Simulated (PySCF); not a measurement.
**FCI/STO-3G run of AlHF (SMILES [F][AlH])**

Aim: the vertical ionisation energy of AlHF at FCI/STO-3G, from 2 runs. 

Program for the calculation: PySCF 2.14.0.

9 further runs of the same task are left out: 9 set aside as unsound or not needed.

### Step 1. The system as given

AlHF has 3 atoms, charge 0, and is taken as a doublet. SMILES: `[F][AlH]`. The shape is that of a PBE0-D4/def2-TZVP optimisation.

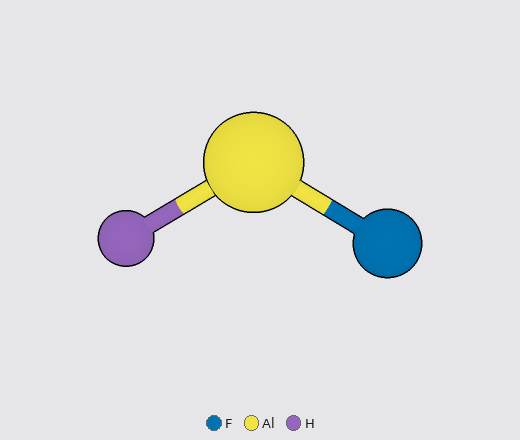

The structure, seen from a chosen angle (fluorine blue, aluminium yellow, hydrogen purple).

### Step 2. The energy at FCI/STO-3G

input.py reads:

```python
from pyscf import gto, scf, mcscf

molecule = gto.M(
    atom='''
F      1.714171     1.687903     1.106624
Al    -0.817307     0.600933    -0.377000
H     -0.917273    -2.411480    -0.754568
''',
    verbose=3,
    unit='bohr',
    basis='sto-3g',
    spin=1,
    charge=0,
    max_memory=1860,
)

mf = scf.ROHF(molecule)
mf.conv_tol = 1e-10
mf.kernel()
if not mf.converged:
    mf = mf.newton().run(mf.mo_coeff, mf.mo_occ)

cas = mcscf.CASCI(mf, mf.mo_coeff.shape[-1] - 6, (molecule.nelec[0] - 6, molecule.nelec[1] - 6))  # full CI above the frozen core
cas.fix_spin_(ss=0.75)
cas.kernel()
e_tot = cas.e_tot
print(f'total energy: {e_tot:.8f} hartree')
```

Launch:

```sh
$ OMP_NUM_THREADS=1 python input.py
```

The log of the run:

```text
converged SCF energy = -337.586499743995
CASCI E = -337.643964652199  E(CI) = -34.7859331489468  S^2 = 0.7500000
total energy: -337.64396465 hartree
```

Run time: 1.3 s. Hardware: 1 thread of Arm Neoverse N1, shared host; peak memory 0.12 GiB.

### Step 3. The singlet cation at the same level

job.py reads:

```python
from pyscf import gto, scf, mcscf
from pyscf import fci

mol = gto.M(
    atom='F 0.907100 0.893200 0.585600; Al -0.432500 0.318000 -0.199500; H -0.485400 -1.276100 -0.399300',
    charge=1,
    basis='sto-3g',
    verbose=4,
    max_memory=1860,
)

mf = scf.RHF(mol)
mf.conv_tol = 1e-10
mf.kernel()
if not mf.converged:
    mf = mf.newton().run(mf.mo_coeff, mf.mo_occ)

cas = mcscf.CASCI(mf, mf.mo_coeff.shape[-1] - 6, (mol.nelec[0] - 6, mol.nelec[1] - 6))  # full CI above the frozen core
cas.fcisolver = fci.direct_spin0.FCI(mol)  # even spin states alone
cas.kernel()
print('<S^2> = %.4f' % cas.fcisolver.spin_square(cas.ci, cas.ncas, cas.nelecas)[0])
etot = cas.e_tot
print(f'total energy: {etot:.8f} hartree')
```

Launch:

```sh
$ OMP_NUM_THREADS=1 python job.py
```

The log of the run:

```text
PySCF version 2.14.0

[INPUT] num. atoms = 3
[INPUT] num. electrons = 22
[INPUT] charge = 1
[INPUT] spin (= nelec alpha-beta = 2S) = 0
[INPUT] symmetry False subgroup None
[INPUT] Mole.unit = angstrom
[INPUT] Symbol           X                Y                Z      unit          X                Y                Z       unit  Magmom
[INPUT]  1 F      0.907100000000   0.893200000000   0.585600000000 AA    1.714170567593   1.687903374462   1.106623618545 Bohr   0.0
[INPUT]  2 Al    -0.432500000000   0.318000000000  -0.199500000000 AA   -0.817306548874   0.600932907612  -0.377000361851 Bohr   0.0
[INPUT]  3 H     -0.485400000000  -1.276100000000  -0.399300000000 AA   -0.917273060864  -2.411479507557  -0.754567641539 Bohr   0.0

nuclear repulsion = 43.3969465141513
number of shells = 9
number of NR pGTOs = 45
number of NR cGTOs = 15
basis = sto-3g
ecp = {}

[... 39 lines left out ...]
converged SCF energy = -337.425788892449
[... 1 line left out ...]
******** <class 'pyscf.mcscf.casci.CASCI'> ********
CAS (5e+5e, 9o), ncore = 6, nvir = 0
natorb = False
canonicalization = True
sorting_mo_energy = False
******** <class 'pyscf.fci.direct_spin0.FCISolver'> ********
max. cycles = 100
conv_tol = 1e-10
davidson only = False
linear dependence = 1e-14
level shift = 0.001
max iter space = 12
nroots = 1
pspace_size = 400
spin = None
Density matrix diagonal elements [1.99691346 1.96433875 1.97328246 1.9331491  1.92671846 0.10990723
 0.03048341 0.03383828 0.03136884]
CASCI converged
CASCI E = -337.514342993118  E(CI) = -34.6520474906351  S^2 = 0.0000000
<S^2> = 0.0000
total energy: -337.51434299 hartree
```

It took 1.2 s on 1 thread of Arm Neoverse N1, shared host; peak memory 0.12 GiB.

### Step 4. What came out

At FCI/STO-3G, 6 core orbitals frozen:

| quantity | value |
| --- | --- |
| doublet AlHF: total energy | -337.64396 Eh |
| doublet AlHF: dipole moment (Hartree–Fock density) | 2.15 D |
| doublet AlHF: correlation energy (6 core orbitals frozen) | -57.5 mEh |
| singlet cation: total energy | -337.51434 Eh |
| singlet cation: HOMO energy (Hartree–Fock orbitals) | -17.88 eV |
| singlet cation: LUMO energy (Hartree–Fock orbitals) | -4.07 eV |
| singlet cation: HOMO–LUMO gap (Hartree–Fock orbitals) | 13.81 eV |
| singlet cation: correlation energy (6 core orbitals frozen) | -88.6 mEh |
| vertical ionisation energy (to the singlet cation) | 3.527 eV |

In words: Removing an electron at fixed nuclei costs 3.53 eV (81 kcal/mol). Only the singlet of the ionised species was computed; a triplet could lie lower. In a minimal basis such a difference can be off by several eV, whatever the method. Mulliken charges (doublet AlHF) of the mean-field density run from -0.40 on F1 to +0.70 on Al2; they depend strongly on the basis.
